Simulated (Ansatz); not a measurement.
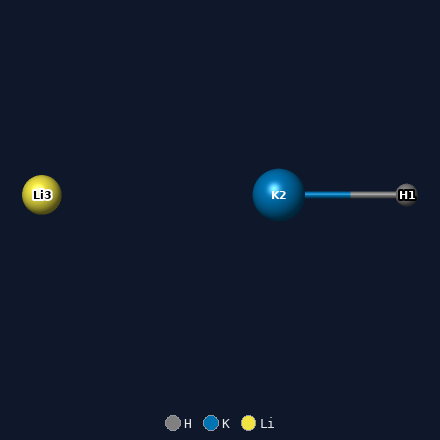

The system is H + KLi, spin multiplicity 2; the picture shows the reference structure. The first coordinate is: distance H1–K2; the second: distance K2–Li3. Nothing is relaxed (the angle H1–K2–Li3 is fixed at 180 degrees). The scan uses a 10 × 10 grid. Energies: kJ/mol, counted from the lowest grid point. In part of the range the unrestricted reference is strongly spin-contaminated. Level of theory: UHF-CCSD(T), frozen core/def2-TZVPD (Ansatz).

Its coordinates:

```xyz
3

H    -2.3510    0.0000    0.0000
K     0.0000    0.0000    0.0000
Li    4.3640    0.0000    0.0000
```

Range: distance H1–K2 from 1.872 to 3.872 Å; distance K2–Li3 from 2.648 to 4.648 Å.

> What will the energy surface look like?

The lowest grid point is at distance H1–K2 = 2.351 Å, distance K2–Li3 = 4.364 Å. It is the only kind of minimum in the scanned range. The highest grid point, distance H1–K2 = 3.872 Å, distance K2–Li3 = 2.648 Å, lies 132 kJ/mol above the lowest.

| distance K2–Li3 ↓, distance H1–K2 → | 1.872 | 1.987 | 2.155 | 2.351 | 2.569 | 2.803 | 3.053 | 3.315 | 3.588 | 3.872 |
| --- | --- | --- | --- | --- | --- | --- | --- | --- | --- | --- |
| 4.648 | 44 | 21 | 4 | 1 | 8 | 24 | 44 | 65 | 86 | 105 |
| 4.364 | 44 | 21 | 4 | 0 | 8 | 23 | 43 | 64 | 84 | 102 |
| 4.091 | 45 | 21 | 4 | 0 | 8 | 23 | 42 | 63 | 83 | 99 |
| 3.829 | 46 | 23 | 6 | 2 | 10 | 25 | 44 | 64 | 83 | 97 |
| 3.579 | 50 | 27 | 10 | 6 | 14 | 28 | 47 | 67 | 84 | 95 |
| 3.345 | 56 | 33 | 16 | 13 | 20 | 35 | 53 | 72 | 87 | 95 |
| 3.127 | 65 | 42 | 26 | 22 | 30 | 45 | 63 | 80 | 93 | 100 |
| 2.931 | 76 | 54 | 38 | 35 | 43 | 58 | 75 | 92 | 103 | 108 |
| 2.763 | 89 | 67 | 52 | 50 | 58 | 73 | 90 | 106 | 117 | 121 |
| 2.648 | 100 | 79 | 64 | 62 | 71 | 86 | 103 | 119 | 129 | 132 |

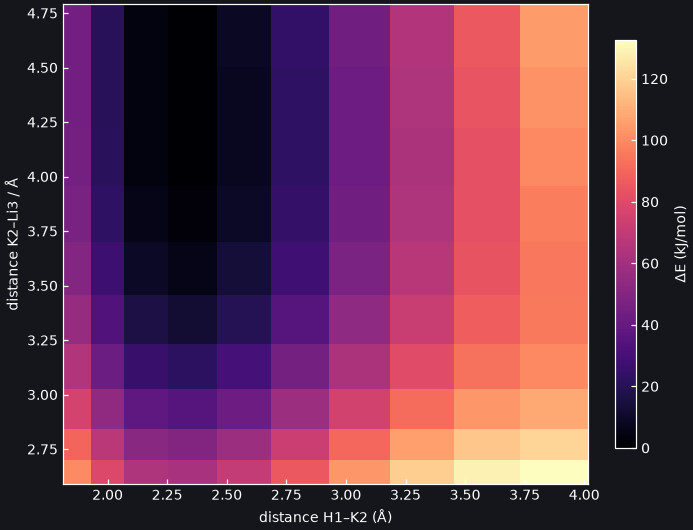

Drawn: one coloured cell a grid point.

Time for the 100 points that were run: 46 min on 1 thread of Arm Neoverse N1, with other jobs on the host.
